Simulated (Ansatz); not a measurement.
# Pb2ICl2F: complex band structure, part 2 of 3

A new crystal, Pb2ICl2F: structure, gap and complex bands. It is built by putting I for part of the F in the PbClF structure of space group P4/nmm, with the volume rescaled by atomic radii. The parent structure comes from the Materials Project.

Ansatz 0.2.0; LDA DFT, plane waves, PAW files (the session's first sound run).

So far. Step 2 (Cell and atoms at rest): The largest force component on a free atom ends at 0.0017 eV/Å.

The structure was built from a prototype and need not be the compound's stable phase.

**3. The bulk crystal and its band edges**

The energy window and the wavevectors of the next steps follow from the band edges, so these are searched first, off the mesh as well.

input.yaml reads:

```yaml
crystal:
  lattice:
    - [4.2828290472, 0.0, 0.0]
    - [0.0, 4.2828290472, 0.0]
    - [0.0, 0.0, 7.9919243398]
  atoms:
    - { symbol: Pb, position: [0.0, 0.5, 0.7439215306] }
    - { symbol: Pb, position: [0.5, 0.0, 0.2560784694] }
    - { symbol: Cl, position: [0.5, 0.0, 0.6395704304] }
    - { symbol: Cl, position: [0.0, 0.5, 0.3604295696] }
    - { symbol: F, position: [0.5, 0.5, 0.0] }
    - { symbol: I, position: [0.0, 0.0, 0.0] }
kpoints:
  mp_grid: { grid: [6, 6, 4] }
  band_path: { path: [VBM, CBM], npoints: 30 }
scf:
  occupations: { method: fixed }
hamiltonian:
  xc: lda
output:
  eigenvalues: true
  write_potential: true
  write_density: true
  volumetric_format: npy
  elf: true
```

On the command line:

```sh
ansatz run input.yaml --threads 2 --pin off --max-ram 4096MiB --backend cpu --events-out ev --progress --plain --runs-dir out
```

Numbers of over 12 decimals in the logs are rounded to 6 here.

Output:

```text
[...]
Crystal: 6 atoms, lattice volume = 146.593 Å³
Basis set: ecut = 420 eV, 2851 PW (Γ)
Bands: 40, of which v1, the nominal top of the filled ones, is band 33 counted from 1 (32 counted from 0)
Symmetry: 8 space group operations
[...]
k-points: 30 of 144 (time reversal used)
[...]
SCF iter   1: F=—  HF=-33446.034742 eV  |F-HF|=—  |Δ(HF+E_count)|=         —  Δρ=1.02e-2  dr2=1.42e-1  ethr=1.77e-3  ⟨swp⟩=5.4  Hψ=4477  notcnv=0  defer=136
[...]
SCF iter   8: F=-33445.993951 eV  HF=-33445.993951 eV  |F-HF|=1.59e-9  |Δ(HF+E_count)|=   1.79e-8  Δρ=2.30e-6  dr2=7.80e-9  ethr=1.52e-10  ⟨swp⟩=12.1  Hψ=5351  notcnv=0
SCF 1 converged in 8 iterations: F = -33445.993951 eV  dr2 = 7.80e-9
[...]
NSCF: frozen V_eff on 40 k-points
[...]
SCF converged after 8 iterations
Free energy (F): -33445.993951 eV
[...]
Internal energy: -33445.993951 eV  (E = F + TS)
E sigma→0 (E₀):  -33445.993951 eV
Fermi energy:    6.978946 eV
[...]
--- Band table (eV; the first three rows and the last of 30) ---
  k-point 0: bands = [... 29 lower, 5.0821, 5.4979, 6.5295, 6.5295, 10.3069, 10.5387, 10.6143, 10.6143, ... 3 higher]
  k-point 1: bands = [... 29 lower, 5.1517, 5.9040, 6.5341, 6.5341, 10.0509, 10.2530, 10.7867, 10.7867, ... 3 higher]
  k-point 2: bands = [... 29 lower, 5.2337, 6.3770, 6.5384, 6.5384, 9.8583, 9.8721, 11.0350, 11.0350, ... 3 higher]
  k-point 29: bands = [... 29 lower, 4.6974, 5.0279, 6.6899, 6.6899, 9.8489, 10.4718, 11.0957, 11.6419, ... 3 higher]
```

Run time: 18 s. Hardware: 2 threads of Intel Xeon 6975P-C (Granite Rapids), shared host; peak memory 0.55 GiB; 36 s of CPU time.

Numbers from this step:

| Item | Value |
| --- | --- |
| Fermi energy | 6.979 eV |
| gap on the k-mesh | 1.924 eV |
| gap on path | 1.924 eV, by band count; negative where bands overlap |
| direct gap on path | 2.593 eV |
| edge places on path | 0, 0.7036 1/A along the path |

Electronic bands along the path, in eV, zero at the Fermi level (highest filled level under fixed occupations); v1 is the highest filled band, c1 the lowest empty one:

```tsv
point	v4	v3	v2	v1	c1	c2	c3	c4
VBM	-1.86	-1.43	-0.01	0.00	3.09	3.57	3.60	3.79
CBM	-1.95	-1.57	-1.47	-0.67	1.92	2.95	3.11	3.22
```

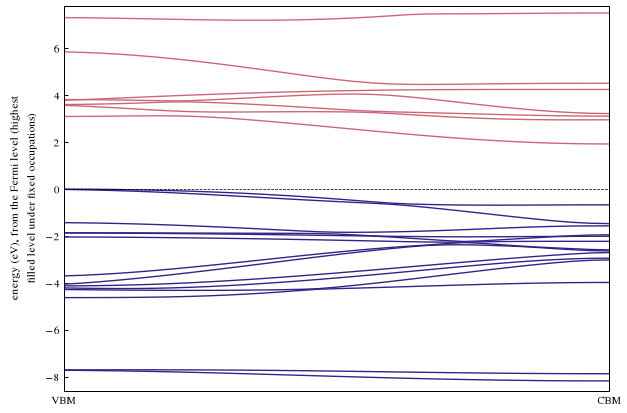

Electronic bands along the path; lines of filled and empty bands in two colours.

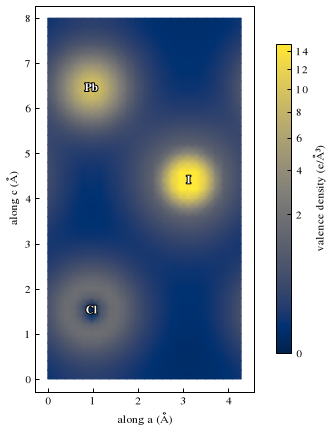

Valence density in the ac plane at fractional y = 0.000, with atoms of Pb and Cl and I within 0.2 Å of it. It is the smooth field of the valence electrons, not physical close to the nuclei. The map starts off the cell's origin, so that atoms lie inside it. The colour scale is stretched toward low values.

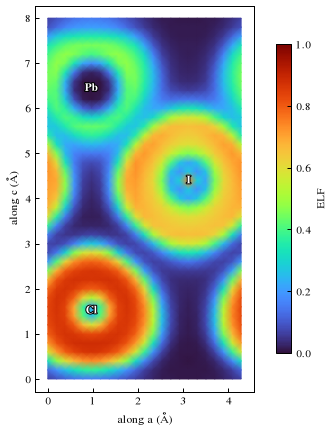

ELF in the ac plane at fractional y = 0.000, with atoms of Pb and Cl and I within 0.2 Å of it. It is the smooth field of the valence electrons, not physical close to the nuclei. The map starts off the cell's origin, so that atoms lie inside it.

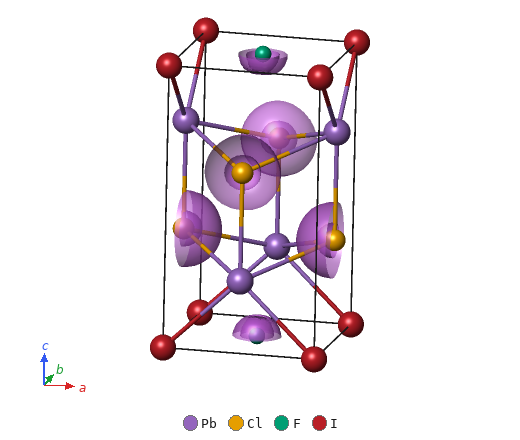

Surface of ELF = 0.8.

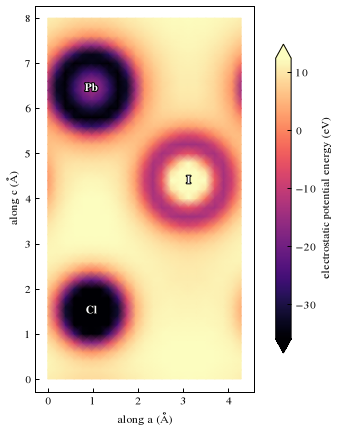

Electrostatic potential energy in the ac plane at fractional y = 0.000, with atoms of Pb and Cl and I within 0.2 Å of it. With pseudopotentials it is smooth inside the atoms' cores, unlike the true potential. The map starts off the cell's origin, so that atoms lie inside it.

The searched edges give 1.92 eV, as on the mesh.

**4. Decaying states in the gap, plane (001), k-mesh 6×6×4**

This step: LDA DFT, plane waves, PAW files; complex bands by layer matching along the plane's normal (Ansatz 0.2.0).

The same crystal is laid in a cell whose first two vectors span the (001) plane (indices of the standard conventional cell, whose axes can be ordered otherwise than in the bulk input). At fixed energy and wavevector in the plane the solver finds all kz, real and complex. A few wavevectors are listed, (0, 0), (0, -0.5) and (0.4792, 0.4792) in units of the plane's reciprocal vectors; the slowest state needn't be among them.

input.yaml reads:

```yaml
crystal:
  lattice:
    - [4.282829047, 0.0, 0.0]
    - [0.0, 4.282829047, 0.0]
    - [0.0, 0.0, 7.99192434]
  atoms:
    - { symbol: Pb, position: [0.0, 0.5, 0.7439215306] }
    - { symbol: Pb, position: [0.5, 0.0, 0.2560784694] }
    - { symbol: Cl, position: [0.5, 0.0, 0.6395704304] }
    - { symbol: Cl, position: [0.0, 0.5, 0.3604295696] }
    - { symbol: F, position: [0.5, 0.5, 0.0] }
    - { symbol: I, position: [0.0, 0.0, 0.0] }
kpoints:
  mp_grid: { grid: [6, 6, 4] }
scf:
  occupations: { method: fixed }
hamiltonian:
  xc: lda
output:
  eigenvalues: true
  transmission:
    leads: [[0, 0]]
    kpoints: [[0.0, 0.0], [0.0, -0.5], [0.4792, 0.4792]]
    e_range: [-1.0, 2.92]
    de: 0.08
```

Output:

```text
[...]
Crystal: 6 atoms, lattice volume = 146.593 Å³
Basis set: ecut = 420 eV, 2851 PW (Γ)
Bands: 40, of which v1, the nominal top of the filled ones, is band 33 counted from 1 (32 counted from 0)
Symmetry: 8 space group operations
[...]
k-points: 30 of 144 (time reversal used)
[...]
SCF iter   1: F=—  HF=-33446.034743 eV  |F-HF|=—  |Δ(HF+E_count)|=         —  Δρ=1.02e-2  dr2=1.42e-1  ethr=1.77e-3  ⟨swp⟩=5.4  Hψ=4477  notcnv=0  defer=136
[...]
SCF iter   8: F=-33445.993951 eV  HF=-33445.993951 eV  |F-HF|=1.58e-9  |Δ(HF+E_count)|=   1.79e-8  Δρ=2.30e-6  dr2=7.79e-9  ethr=1.52e-10  ⟨swp⟩=12.1  Hψ=5351  notcnv=0
SCF 1 converged in 8 iterations: F = -33445.993951 eV  dr2 = 7.79e-9
[...]
transmission: 10 of 30 steps passed
transmission: 20 of 30 steps passed
transmission: 30 of 30 steps passed
SCF converged after 8 iterations
Free energy (F): -33445.993951 eV
[...]
Internal energy: -33445.993951 eV  (E = F + TS)
E sigma→0 (E₀):  -33445.993951 eV
Fermi energy:    6.978946 eV
[...]
--- Band table (eV; the first three rows and the last of 30) ---
  k-point 0: bands = [... 29 lower, 5.0821, 5.4979, 6.5295, 6.5295, 10.3069, 10.5387, 10.6143, 10.6143, ... 3 higher]
  k-point 1: bands = [... 29 lower, 5.1517, 5.9040, 6.5341, 6.5341, 10.0509, 10.2530, 10.7867, 10.7867, ... 3 higher]
  k-point 2: bands = [... 29 lower, 5.2337, 6.3770, 6.5384, 6.5384, 9.8583, 9.8721, 11.0350, 11.0350, ... 3 higher]
  k-point 29: bands = [... 29 lower, 4.6974, 5.0279, 6.6899, 6.6899, 9.8489, 10.4718, 11.0957, 11.6419, ... 3 higher]
--- Transmission ---
  basis      : 161 plane waves across, 10 finite elements along
  points     : 3, as listed
  energies   : 50 from -1.000000 to 2.920000 eV about the Fermi level, 0.080000 eV apart; the leads are filled to 0.961918 eV, and channels, transmission and decay are at 1.000000 eV
  crystal 0  : Cl2Pb2F1I1, at the sites [0, 0], period 7.9919 Å: whole cells are its period
    offset         : up to 0.0000 Å between an atom of the period and one for which it stands
    channels       : 0.000000e0 a spin
    conductance    : none, the energies end too early or step too widely for 300 K: set another output.transmission.e_range or a lower de, or, where they end at an eighth of basis.ecutwfc, a higher one
    slowest decay  : 0.2265 /Å at (0.0000, 0.0000)
```

It took 20 s on 2 threads; peak memory 0.64 GiB; 30 s of CPU time.

This step gave:

- level to which the leads are filled: 0.9619 eV from the Fermi level
- decay constant at the filling level, zone centre: 0.2265 Å⁻¹
- decay constant at the filling level, slowest listed point: 0.2265 Å⁻¹

K parallel (0, 0); values up to 1.5 1/Å, a degenerate pair printed once or twice; energies at which all values exceed this have no row. Im kz of the slowest decaying states against energy, zero at the highest filled level on the SCF mesh:

```tsv
energy (eV)	decay 1 (Å⁻¹)	decay 2 (Å⁻¹)	decay 3 (Å⁻¹)	decay 4 (Å⁻¹)
-1.0000	0.360	0.609	0.666	0.914
-0.7600	0.381	0.545	0.672	0.917
-0.5200	0.0705	0.394	0.407	0.637
-0.2800	0.133	0.401	0.573	0.908
-0.0400	0.167	0.404	0.628	0.898
0.2800	0.196	0.403	0.661	0.882
0.5200	0.211	0.398	0.673	0.867
0.7600	0.221	0.390	0.680	0.850
1.0000	0.227	0.379	0.683	0.831
1.2400	0.229	0.366	0.612	0.754
1.4800	0.227	0.348	0.572	0.788
1.7200	0.222	0.326	0.538	0.765
1.9600	0.213	0.299	0.506	0.740
2.2800	0.191	0.250	0.461	0.704
2.5200	0.166	0.194	0.424	0.675
2.7600	0.110	0.382	0.643	0.849
```

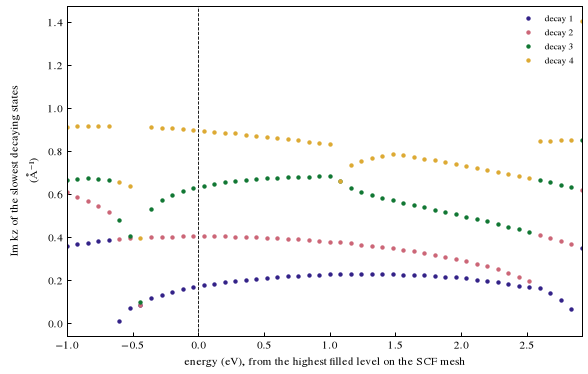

Im kz of the slowest decaying states against energy.

K parallel (0, -0.5); values up to 1.5 1/Å, a degenerate pair printed once or twice; energies at which all values exceed this have no row. The Im kz of the slowest decaying states by energy, zero at the highest filled level on the SCF mesh:

```tsv
energy (eV)	decay 1 (Å⁻¹)	decay 2 (Å⁻¹)	decay 3 (Å⁻¹)	decay 4 (Å⁻¹)
-1.0000	0.0868	0.394	0.517	0.540
-0.7600	0.170	0.432	0.541	0.595
-0.5200	0.128	0.213	0.458	0.556
-0.2800	0.191	0.242	0.475	0.564
-0.0400	0.226	0.262	0.486	0.567
0.2800	0.255	0.281	0.493	0.563
0.5200	0.269	0.289	0.494	0.554
0.7600	0.277	0.293	0.492	0.540
1.0000	0.280	0.294	0.486	0.520
1.2400	0.278	0.290	0.477	0.492
1.4800	0.269	0.282	0.451	0.464
1.7200	0.242	0.268	0.383	0.448
1.9600	0.176	0.246	0.428	0.612
2.2800	0.194	0.334	0.393	0.557
2.5200	0.104	0.358	0.361	0.516
2.7600	0.309	0.374	0.475	0.499
```

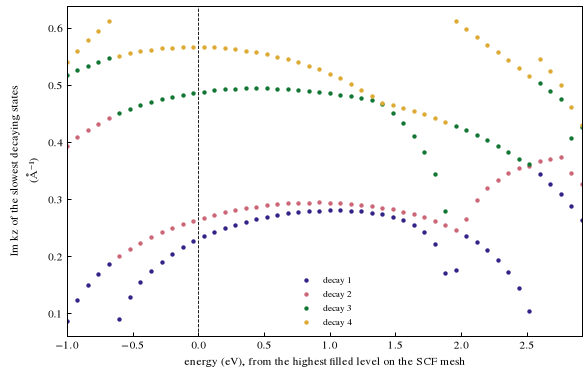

Im kz of the slowest decaying states against energy.

K parallel (0.4792, 0.4792); values up to 1.5 1/Å, a degenerate pair printed once or twice; energies at which all values exceed this have no row. The Im kz of the slowest decaying states by energy, zero at the highest filled level on the SCF mesh:

```tsv
energy (eV)	decay 1 (Å⁻¹)	decay 2 (Å⁻¹)	decay 3 (Å⁻¹)	decay 4 (Å⁻¹)
-1.0000	0.251	0.377	0.408	1.25
-0.7600	0.302	0.495	0.595	0.650
-0.5200	0.272	0.286	0.342	0.511
-0.2800	0.377	0.534	1.18	1.30
-0.0400	0.409	0.555	1.15	1.25
0.2800	0.170	0.174	0.449	0.583
0.5200	0.206	0.209	0.479	0.605
0.7600	0.226	0.228	0.512	0.631
1.0000	0.237	0.239	0.553	0.669
1.2400	0.243	0.245	0.614	0.751
1.4800	0.245	0.247	0.735	0.811
1.7200	0.243	0.245	0.722	0.789
1.9600	0.238	0.240	0.598	0.706
2.2800	0.226	0.228	0.458	0.518
2.5200	0.213	0.215	0.352	0.447
2.7600	0.196	0.198	0.200	0.383
```

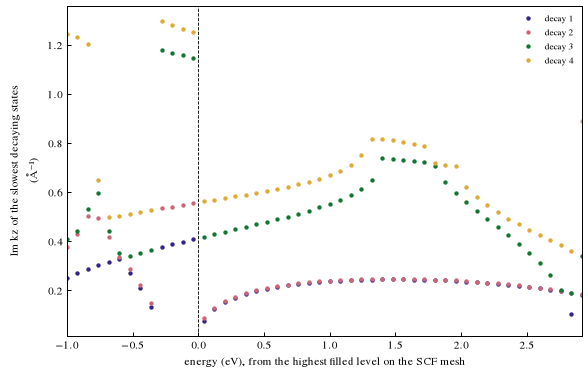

Im kz of the slowest decaying states against energy.

At the listed wavevectors the last open channel is at -0.04 eV and the next at +2.60 eV on the grid, wider than the gap, since narrow bands can fall between grid energies. At +1.00 eV, the grid energy nearest the filling level (the middle of the gap on the SCF mesh), the slowest state at the listed wavevectors decays with κ = 0.227 Å⁻¹, its amplitude falling by e over 4.4 Å. Through 1 nm of this crystal that state's transmission falls by exp(−2 × 0.227 Å⁻¹ × 10 Å) = 0.011.

**5. Decay over the two-dimensional zone**

The listed points could miss the slowest state, so one energy near mid-gap is solved on a mesh of 8×8.

input.yaml: that of step 4 with these lines changed.

```diff
@@ -20,6 +20,2 @@
   eigenvalues: true
-  transmission:
-    leads: [[0, 0]]
-    kpoints: [[0.0, 0.0], [0.0, -0.5], [0.4792, 0.4792]]
-    e_range: [-1.0, 2.92]
-    de: 0.08
+  transmission: { leads: [[0, 0]], kmesh: [8, 8], e_range: [0.96, 0.97], de: 0.05 }
```

Output:

```text
[...]
Crystal: 6 atoms, lattice volume = 146.593 Å³
Basis set: ecut = 420 eV, 2851 PW (Γ)
Bands: 40, of which v1, the nominal top of the filled ones, is band 33 counted from 1 (32 counted from 0)
Symmetry: 8 space group operations
[...]
k-points: 30 of 144 (time reversal used)
[...]
SCF iter   1: F=—  HF=-33446.034743 eV  |F-HF|=—  |Δ(HF+E_count)|=         —  Δρ=1.02e-2  dr2=1.42e-1  ethr=1.77e-3  ⟨swp⟩=5.4  Hψ=4477  notcnv=0  defer=136
[...]
SCF iter   8: F=-33445.993951 eV  HF=-33445.993951 eV  |F-HF|=1.58e-9  |Δ(HF+E_count)|=   1.79e-8  Δρ=2.30e-6  dr2=7.79e-9  ethr=1.52e-10  ⟨swp⟩=12.1  Hψ=5351  notcnv=0
SCF 1 converged in 8 iterations: F = -33445.993951 eV  dr2 = 7.79e-9
[...]
transmission: 40 of 250 steps passed
transmission: 80 of 250 steps passed
[...]
transmission: 250 of 250 steps passed
SCF converged after 8 iterations
Free energy (F): -33445.993951 eV
[...]
Internal energy: -33445.993951 eV  (E = F + TS)
E sigma→0 (E₀):  -33445.993951 eV
Fermi energy:    6.978946 eV
[...]
--- Band table (eV; the first three rows and the last of 30) ---
  k-point 0: bands = [... 29 lower, 5.0821, 5.4979, 6.5295, 6.5295, 10.3069, 10.5387, 10.6143, 10.6143, ... 3 higher]
  k-point 1: bands = [... 29 lower, 5.1517, 5.9040, 6.5341, 6.5341, 10.0509, 10.2530, 10.7867, 10.7867, ... 3 higher]
  k-point 2: bands = [... 29 lower, 5.2337, 6.3770, 6.5384, 6.5384, 9.8583, 9.8721, 11.0350, 11.0350, ... 3 higher]
  k-point 29: bands = [... 29 lower, 4.6974, 5.0279, 6.6899, 6.6899, 9.8489, 10.4718, 11.0957, 11.6419, ... 3 higher]
--- Transmission ---
  basis      : 161 plane waves across, 10 finite elements along
  points     : 25, standing for a mesh of 8 x 8
  energies   : 1 from 0.960000 to 0.960000 eV about the Fermi level; the leads are filled to 0.961918 eV, and channels, transmission and decay are at 0.960000 eV
[...]
channels       : 0.000000e0 a spin
    conductance    : none, crystal 0 has no channel at the energies, or these end too early or step too widely for 300 K: set another output.transmission.e_range or a lower de, or, where they end at an eighth of basis.ecutwfc, a higher one
    slowest decay  : 0.2258 /Å at (0.0000, 0.0000)
```

Elapsed: 12 s, on 2 threads; peak memory 0.72 GiB; 24 s of CPU time.

Numbers from this step:

| Property | Result |
| --- | --- |
| least decay constant on the mesh | 0.2258 Å⁻¹ |

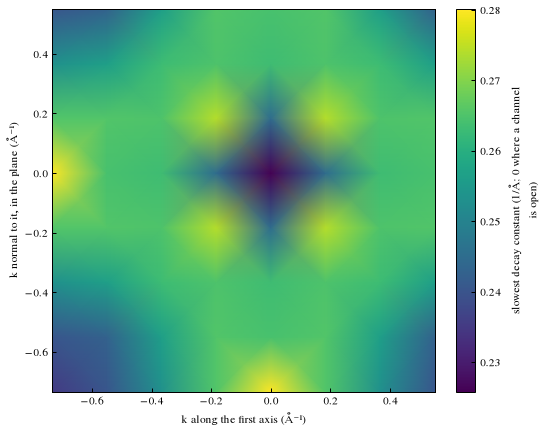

Slowest decay constant (1/Å; 0 where a channel is open) over k1 and k2. At 0.9600 eV from the Fermi level.

The least value on the mesh is 0.226 Å⁻¹ at +0.96 eV. At that energy the listed points give about 0.226 Å⁻¹ by interpolation, so the mesh holds no clearly slower state.

(Part 2 of 3 ends here.)

[Logs are printed without paths, hosts, clocks, repeated set-up lines and the standing remarks that a program may print on its own settings, such as how far it seeks lower states.]

[Hosts, paths, dates, database ids (printed as entryN), source tags and the programs' standing remarks are cut or masked in the printed files.]

[New means built here by substitution; the compound itself may be known and measured.]
